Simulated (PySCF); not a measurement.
# GaH5O4: energy and gradient calculation

GaH5O4, SMILES [OH][Ga-]([OH])([OH])[OH2+], computed with HF/def2-SVP, RHF (PySCF 2.14.0).

The geometry comes from this level: PBE0-D4/def2-TZVP. Figures and captions count atoms from 1; the log counts them from 0 in places.

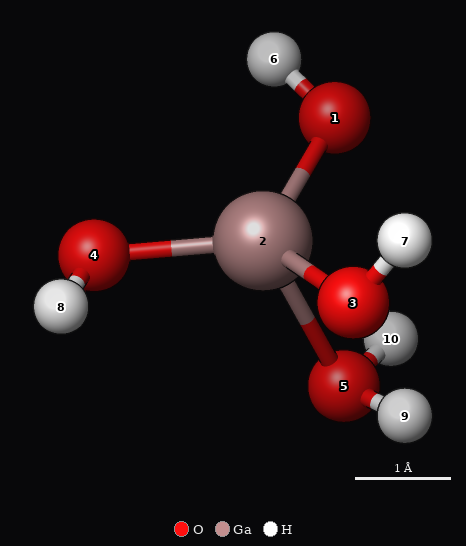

The structure (ball-and-stick view, seen at a tilt; atoms are numbered from 1 in the order of the input). Sticks mark near contacts. Bond lengths as drawn: Ga–O 1.79 to 2.11 Å and H–O 0.96 to 0.97 Å.

Summary

| quantity | value |
| --- | --- |
| outcome | converged |
| total energy | −2225.235746 hartree |
| basis functions | 113 |
| largest force | 1.083 eV/Å |
| HOMO | −12.57 eV |
| LUMO | 3.25 eV |
| dipole moment | 2.18 D |
| hardware | 1 thread of Intel Xeon @ 2.50GHz (Skylake/Cascade Lake), 189 GiB of memory available, shared host |
| wall time | 48 s |
| peak memory | 0.28 GiB |

Input (calc.py)
```python
# [OH][Ga-]([OH])([OH])[OH2+]
from pyscf import gto

mol = gto.M(
    atom='''
O   -1.365500   0.839500   0.826800
Ga  -0.258700  -0.369600   0.077800
O    1.268400  -0.779000   0.963300
O   -0.951200  -1.497000  -1.122600
O    0.840900   1.117000  -0.929000
H   -2.290300   0.680000   0.631000
H    1.179800  -0.778100   1.917300
H   -0.379400  -2.244800  -1.305600
H    1.649800   1.053800  -0.399200
H    0.389200   1.926800  -0.656800
''',
    spin=0,
    max_memory=1860,
    basis='def2-svp',
    verbose=4,
)

mf = mol.RHF()
mf.conv_tol = 1e-10
mf.kernel()
if not mf.converged:
    mf = mf.newton().run(mf.mo_coeff, mf.mo_occ)

e_final = mf.e_tot
print('E(%s) = %.9f' % ('HF', e_final))
grad = mf.nuc_grad_method().kernel()
mf.analyze()
```

Launch command:
```bash
OMP_NUM_THREADS=1 python calc.py
```

The program's output
```
PySCF version 2.14.0

[INPUT] num. atoms = 10
[INPUT] num. electrons = 68
[INPUT] charge = 0
[INPUT] spin (= nelec alpha-beta = 2S) = 0
[INPUT] symmetry False subgroup None
[INPUT] Mole.unit = angstrom
[INPUT] Symbol           X                Y                Z      unit          X                Y                Z       unit  Magmom
[INPUT]  1 O     -1.365500000000   0.839500000000   0.826800000000 AA   -2.580421023094   1.586425081572   1.562425559790 Bohr   0.0
[INPUT]  2 Ga    -0.258700000000  -0.369600000000   0.077800000000 AA   -0.488872148425  -0.698442775639   0.147020692491 Bohr   0.0
[INPUT]  3 O      1.268400000000  -0.779000000000   0.963300000000 AA    2.396928616398  -1.472096651036   1.820373175794 Bohr   0.0
[INPUT]  4 O     -0.951200000000  -1.497000000000  -1.122600000000 AA   -1.797507489686  -2.828920008474  -2.121406547437 Bohr   0.0
[INPUT]  5 O      0.840900000000   1.117000000000  -0.929000000000 AA    1.589070698147   2.110824081139  -1.755555569721 Bohr   0.0
[INPUT]  6 H     -2.290300000000   0.680000000000   0.631000000000 AA   -4.328039743091   1.285013764704   1.192417184601 Bohr   0.0
[INPUT]  7 H      1.179800000000  -0.778100000000   1.917300000000 AA    2.229498881762  -1.470395897524   3.623171898629 Bohr   0.0
[INPUT]  8 H     -0.379400000000  -2.244800000000  -1.305600000000 AA   -0.716962091660  -4.242057204424  -2.467226428232 Bohr   0.0
[INPUT]  9 H      1.649800000000   1.053800000000  -0.399200000000 AA    3.117670160307   1.991393390067  -0.754378668926 Bohr   0.0
[INPUT] 10 H      0.389200000000   1.926800000000  -0.656800000000 AA    0.735481407681   3.641124296812  -1.241172118614 Bohr   0.0

nuclear repulsion = 426.097952645799
number of shells = 51
number of NR pGTOs = 205
number of NR cGTOs = 113
basis = def2-svp
ecp = {}

******** <class 'pyscf.scf.hf.RHF'> ********
method = RHF
initial guess = minao
damping factor = 0
level_shift factor = 0
DIIS = <class 'pyscf.scf.diis.CDIIS'>
diis_start_cycle = 1
diis_space = 8
diis_damp = 0
SCF conv_tol = 1e-10
SCF conv_tol_grad = None
SCF max_cycles = 50
direct_scf = True
direct_scf_tol = 1e-13
Set gradient conv threshold to 1e-05
Initial guess from minao.
init E= -2224.60927282556
  HOMO = -0.466970418522098  LUMO = -0.0309400302123253  gap/eV = 11.86499
cycle= 1 E= -2225.06946931749  delta_E= -0.46  |g|= 0.915  |ddm|= 3.09
  HOMO = -0.370229253044529  LUMO = 0.124575082104182  gap/eV = 13.46431
cycle= 2 E= -2225.18204202347  delta_E= -0.113  |g|= 0.548  |ddm|= 0.919
  HOMO = -0.467191507974425  LUMO = 0.115497514969233  gap/eV = 15.85578
cycle= 3 E= -2225.23467782043  delta_E= -0.0526  |g|= 0.0645  |ddm|= 0.372
  HOMO = -0.462078449836793  LUMO = 0.118949498251747  gap/eV = 15.81058
cycle= 4 E= -2225.23565480221  delta_E= -0.000977  |g|= 0.0186  |ddm|= 0.0628
  HOMO = -0.461282668768604  LUMO = 0.119646859899461  gap/eV = 15.80790
cycle= 5 E= -2225.23573662497  delta_E= -8.18e-05  |g|= 0.00595  |ddm|= 0.0201
  HOMO = -0.461835301955049  LUMO = 0.119368122998595  gap/eV = 15.81535
cycle= 6 E= -2225.23574500533  delta_E= -8.38e-06  |g|= 0.00115  |ddm|= 0.00595
  HOMO = -0.461934459989286  LUMO = 0.119301321796709  gap/eV = 15.81623
cycle= 7 E= -2225.2357459323  delta_E= -9.27e-07  |g|= 0.000265  |ddm|= 0.00241
  HOMO = -0.461959135699392  LUMO = 0.119291210024763  gap/eV = 15.81663
cycle= 8 E= -2225.23574597697  delta_E= -4.47e-08  |g|= 0.000103  |ddm|= 0.000516
  HOMO = -0.461961287439149  LUMO = 0.11928871551379  gap/eV = 15.81662
cycle= 9 E= -2225.23574598021  delta_E= -3.24e-09  |g|= 2.67e-05  |ddm|= 0.000111
  HOMO = -0.461959704821983  LUMO = 0.119288083143853  gap/eV = 15.81656
cycle= 10 E= -2225.2357459806  delta_E= -3.91e-10  |g|= 7.43e-06  |ddm|= 4.91e-05
  HOMO = -0.461959417825142  LUMO = 0.119288143231834  gap/eV = 15.81655
cycle= 11 E= -2225.23574598063  delta_E= -2.82e-11  |g|= 3.07e-06  |ddm|= 1.62e-05
  HOMO = -0.461959064057696  LUMO = 0.119288066894506  gap/eV = 15.81654
```

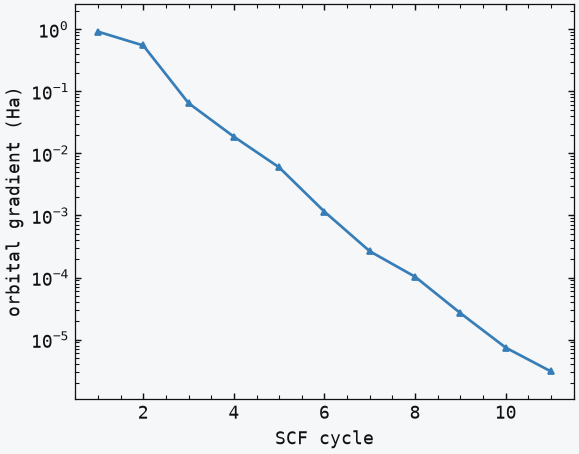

Convergence of the self-consistent field: orbital gradient against the SCF cycle. The residual falls at every step.

```
Extra cycle  E= -2225.23574598064  delta_E= -9.55e-12  |g|= 1.8e-06  |ddm|= 3.67e-06
converged SCF energy = -2225.23574598064
E(HF) = -2225.235745981

******** <class 'pyscf.grad.rhf.Gradients'> for <class 'pyscf.scf.hf.RHF'> ********
unit = Eh/Bohr
--------------- RHF gradients ---------------
         x                y                z
0 O     0.0126960129     0.0099545128     0.0070888010
1 Ga    -0.0005523718    -0.0010712900     0.0014622386
2 O     0.0104477836    -0.0017205854    -0.0151814433
3 O    -0.0147908862     0.0109212097    -0.0031304309
4 O    -0.0046402901    -0.0117717014    -0.0168461179
5 H    -0.0142992375    -0.0053292047    -0.0049295570
6 H    -0.0044460133     0.0012171285     0.0149037283
7 H     0.0120301726    -0.0114463206    -0.0004136034
8 H     0.0123069266    -0.0026012477     0.0109888891
9 H    -0.0087520967     0.0118474988     0.0060574955
----------------------------------------------
**** SCF Summaries ****
Total Energy =                       -2225.235745980641241
Nuclear Repulsion Energy =             426.097952645799353
One-electron Energy =                -3953.717504586852101
Two-electron Energy =                 1302.383805960411337
Two-electron Coulomb Energy =         1410.882557348034652
DFT Exchange-Correlation Energy =     -108.498751387623315
HOMO-LUMO gap [eV] =                    15.816540053357848
**** MO energy ****
MO #1   energy= -378.772742113302  occ= 2
MO #2   energy= -48.1379089932834  occ= 2
MO #3   energy= -42.4809874133401  occ= 2
MO #4   energy= -42.4776329515451  occ= 2
MO #5   energy= -42.477358417589   occ= 2
MO #6   energy= -20.6377410048708  occ= 2
MO #7   energy= -20.5204114612911  occ= 2
MO #8   energy= -20.518585848827   occ= 2
MO #9   energy= -20.5161377559087  occ= 2
MO #10  energy= -6.38826700205869  occ= 2
MO #11  energy= -4.48831934187773  occ= 2
MO #12  energy= -4.48373900143477  occ= 2
MO #13  energy= -4.48348731683201  occ= 2
MO #14  energy= -1.411934503203    occ= 2
MO #15  energy= -1.28367214090705  occ= 2
MO #16  energy= -1.28018987654255  occ= 2
MO #17  energy= -1.27882070665502  occ= 2
MO #18  energy= -1.19767474575546  occ= 2
MO #19  energy= -1.19748586683064  occ= 2
MO #20  energy= -1.18778020035577  occ= 2
MO #21  energy= -1.17496982507677  occ= 2
MO #22  energy= -1.17291164957149  occ= 2
MO #23  energy= -0.792604736612548 occ= 2
MO #24  energy= -0.695221555688506 occ= 2
MO #25  energy= -0.656388966358911 occ= 2
MO #26  energy= -0.631953604449637 occ= 2
MO #27  energy= -0.626600133470419 occ= 2
MO #28  energy= -0.589461922740848 occ= 2
MO #29  energy= -0.52987578801336  occ= 2
MO #30  energy= -0.492997545551409 occ= 2
MO #31  energy= -0.488620934879058 occ= 2
MO #32  energy= -0.474442064727098 occ= 2
MO #33  energy= -0.466060910375327 occ= 2
MO #34  energy= -0.461959064057696 occ= 2
MO #35  energy= 0.119288066894506  occ= 0
MO #36  energy= 0.166603444095606  occ= 0
MO #37  energy= 0.201373871289252  occ= 0
MO #38  energy= 0.20278494144765   occ= 0
MO #39  energy= 0.242356333370664  occ= 0
MO #40  energy= 0.25038410315945   occ= 0
MO #41  energy= 0.291178353862626  occ= 0
MO #42  energy= 0.302503094315436  occ= 0
MO #43  energy= 0.327162144727092  occ= 0
MO #44  energy= 0.366369347958022  occ= 0
MO #45  energy= 0.452814149814679  occ= 0
MO #46  energy= 0.524140004596675  occ= 0
MO #47  energy= 0.537119507668485  occ= 0
MO #48  energy= 0.61696171390126   occ= 0
MO #49  energy= 0.649405933828086  occ= 0
MO #50  energy= 0.781969403949955  occ= 0
MO #51  energy= 0.792864582576265  occ= 0
MO #52  energy= 0.828038830251268  occ= 0
MO #53  energy= 0.857388829764974  occ= 0
MO #54  energy= 0.881373335448632  occ= 0
MO #55  energy= 0.916370012473804  occ= 0
MO #56  energy= 0.977992003881371  occ= 0
MO #57  energy= 1.00520076696743   occ= 0
MO #58  energy= 1.19323078781453   occ= 0
MO #59  energy= 1.22080880222992   occ= 0
MO #60  energy= 1.22978471499327   occ= 0
MO #61  energy= 1.29065108623339   occ= 0
MO #62  energy= 1.31190916005483   occ= 0
MO #63  energy= 1.33593828519077   occ= 0
MO #64  energy= 1.34574649623492   occ= 0
MO #65  energy= 1.35956485988982   occ= 0
MO #66  energy= 1.3689129617707    occ= 0
MO #67  energy= 1.41089010063874   occ= 0
MO #68  energy= 1.4495922384344    occ= 0
MO #69  energy= 1.49936355137679   occ= 0
MO #70  energy= 1.5338274238172    occ= 0
MO #71  energy= 1.61428925700342   occ= 0
MO #72  energy= 1.62339969666447   occ= 0
MO #73  energy= 1.65897948279424   occ= 0
MO #74  energy= 1.67461599282233   occ= 0
MO #75  energy= 1.73301307111681   occ= 0
MO #76  energy= 1.76318938962053   occ= 0
MO #77  energy= 1.79393836915605   occ= 0
MO #78  energy= 1.82547268208484   occ= 0
MO #79  energy= 1.90476538564779   occ= 0
MO #80  energy= 1.93880737116684   occ= 0
MO #81  energy= 1.99611567825937   occ= 0
MO #82  energy= 2.00893239847786   occ= 0
MO #83  energy= 2.05042006831747   occ= 0
MO #84  energy= 2.4095559744326    occ= 0
MO #85  energy= 2.43045699887956   occ= 0
MO #86  energy= 2.44927256981502   occ= 0
MO #87  energy= 2.48317819554465   occ= 0
MO #88  energy= 2.52121699435211   occ= 0
MO #89  energy= 2.56221449287848   occ= 0
MO #90  energy= 2.59315479351846   occ= 0
MO #91  energy= 2.64790076329295   occ= 0
MO #92  energy= 2.65715105218365   occ= 0
MO #93  energy= 2.6726785204355    occ= 0
MO #94  energy= 3.06247143136266   occ= 0
MO #95  energy= 3.09679371163061   occ= 0
MO #96  energy= 3.13232822650775   occ= 0
MO #97  energy= 3.24253205214913   occ= 0
MO #98  energy= 3.25076459545861   occ= 0
MO #99  energy= 3.29984055757977   occ= 0
MO #100 energy= 3.3337132379874    occ= 0
MO #101 energy= 3.34685649914176   occ= 0
MO #102 energy= 3.38239803131652   occ= 0
MO #103 energy= 3.38672489737164   occ= 0
MO #104 energy= 3.39329110705571   occ= 0
MO #105 energy= 3.42668646884036   occ= 0
MO #106 energy= 3.47198660872464   occ= 0
MO #107 energy= 3.58467942807604   occ= 0
MO #108 energy= 3.59852421321302   occ= 0
MO #109 energy= 3.85014496726563   occ= 0
MO #110 energy= 4.14721365010277   occ= 0
MO #111 energy= 4.15303481555595   occ= 0
MO #112 energy= 4.16397199195774   occ= 0
MO #113 energy= 4.17372271022872   occ= 0
 ** Mulliken pop on meta-lowdin orthogonal AOs  **
 ** Mulliken pop  **
pop of  0 O 1s            1.99998
pop of  0 O 2s            1.63725
pop of  0 O 3s            0.00371
pop of  0 O 2px           1.42088
pop of  0 O 2py           1.82566
pop of  0 O 2pz           1.87821
pop of  0 O 3px           0.00226
pop of  0 O 3py           0.00519
pop of  0 O 3pz           0.00495
pop of  0 O 3dxy          0.00099
pop of  0 O 3dyz          0.00101
pop of  0 O 3dz^2         0.00103
pop of  0 O 3dxz          0.00090
pop of  0 O 3dx2-y2       0.00184
pop of  1 Ga 1s           1.99999
pop of  1 Ga 2s           1.99986
pop of  1 Ga 3s           1.99454
pop of  1 Ga 4s           0.63719
pop of  1 Ga 5s           0.00638
pop of  1 Ga 2px          1.99999
pop of  1 Ga 2py          1.99999
pop of  1 Ga 2pz          1.99999
pop of  1 Ga 3px          1.99995
pop of  1 Ga 3py          1.99995
pop of  1 Ga 3pz          1.99994
pop of  1 Ga 4px          0.36916
pop of  1 Ga 4py          0.37394
pop of  1 Ga 4pz          0.35841
pop of  1 Ga 5px          0.01045
pop of  1 Ga 5py          0.00895
pop of  1 Ga 5pz          0.00892
pop of  1 Ga 3dxy         1.99921
pop of  1 Ga 3dyz         1.99883
pop of  1 Ga 3dz^2        1.99975
pop of  1 Ga 3dxz         1.99902
pop of  1 Ga 3dx2-y2      1.99958
pop of  1 Ga 4dxy         0.00457
pop of  1 Ga 4dyz         0.00348
pop of  1 Ga 4dz^2        0.00428
pop of  1 Ga 4dxz         0.00400
pop of  1 Ga 4dx2-y2      0.00333
pop of  1 Ga 5dxy         0.00222
pop of  1 Ga 5dyz         0.00152
pop of  1 Ga 5dz^2        0.00352
pop of  1 Ga 5dxz         0.00170
pop of  1 Ga 5dx2-y2      0.00227
pop of  2 O 1s            1.99998
pop of  2 O 2s            1.63936
pop of  2 O 3s            0.00380
pop of  2 O 2px           1.78923
pop of  2 O 2py           1.91195
pop of  2 O 2pz           1.42638
pop of  2 O 3px           0.00516
pop of  2 O 3py           0.00525
pop of  2 O 3pz           0.00214
pop of  2 O 3dxy          0.00065
pop of  2 O 3dyz          0.00024
pop of  2 O 3dz^2         0.00299
pop of  2 O 3dxz          0.00088
pop of  2 O 3dx2-y2       0.00090
pop of  3 O 1s            1.99998
pop of  3 O 2s            1.63568
pop of  3 O 3s            0.00352
pop of  3 O 2px           1.74970
pop of  3 O 2py           1.55145
pop of  3 O 2pz           1.80177
pop of  3 O 3px           0.00391
pop of  3 O 3py           0.00304
pop of  3 O 3pz           0.00441
pop of  3 O 3dxy          0.00287
pop of  3 O 3dyz          0.00048
pop of  3 O 3dz^2         0.00116
pop of  3 O 3dxz          0.00105
pop of  3 O 3dx2-y2       0.00051
pop of  4 O 1s            1.99997
pop of  4 O 2s            1.58915
pop of  4 O 3s            0.00365
pop of  4 O 2px           1.51072
pop of  4 O 2py           1.58874
pop of  4 O 2pz           1.84320
pop of  4 O 3px           0.00392
pop of  4 O 3py           0.00283
pop of  4 O 3pz           0.00188
pop of  4 O 3dxy          0.00105
pop of  4 O 3dyz          0.00177
pop of  4 O 3dz^2         0.00103
pop of  4 O 3dxz          0.00309
pop of  4 O 3dx2-y2       0.00153
pop of  5 H 1s            0.66536
pop of  5 H 2s            0.01160
pop of  5 H 2px           0.00231
pop of  5 H 2py           0.00153
pop of  5 H 2pz           0.00168
pop of  6 H 1s            0.66785
pop of  6 H 2s            0.01146
pop of  6 H 2px           0.00147
pop of  6 H 2py           0.00184
pop of  6 H 2pz           0.00229
pop of  7 H 1s            0.66567
pop of  7 H 2s            0.01153
pop of  7 H 2px           0.00171
pop of  7 H 2py           0.00221
pop of  7 H 2pz           0.00175
pop of  8 H 1s            0.61382
pop of  8 H 2s            0.01427
pop of  8 H 2px           0.00263
pop of  8 H 2py           0.00075
pop of  8 H 2pz           0.00162
pop of  9 H 1s            0.61784
pop of  9 H 2s            0.01422
pop of  9 H 2px           0.00136
pop of  9 H 2py           0.00231
pop of  9 H 2pz           0.00121
 ** Mulliken atomic charges  **
charge of    0O =     -0.78385
charge of    1Ga =      1.20510
charge of    2O =     -0.78890
charge of    3O =     -0.75953
charge of    4O =     -0.55253
charge of    5H =      0.31750
charge of    6H =      0.31509
charge of    7H =      0.31713
charge of    8H =      0.36692
charge of    9H =      0.36307
Dipole moment(X, Y, Z, Debye):  1.25763,  1.65063,  0.66299
```

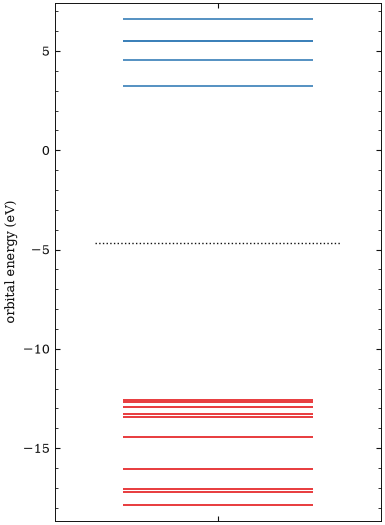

Orbital energies near the frontier; the dotted line parts filled from empty levels, and levels within 0.02 eV of each other stand side by side. Highest filled −12.57 eV, lowest empty 3.25 eV, 15.82 eV apart.
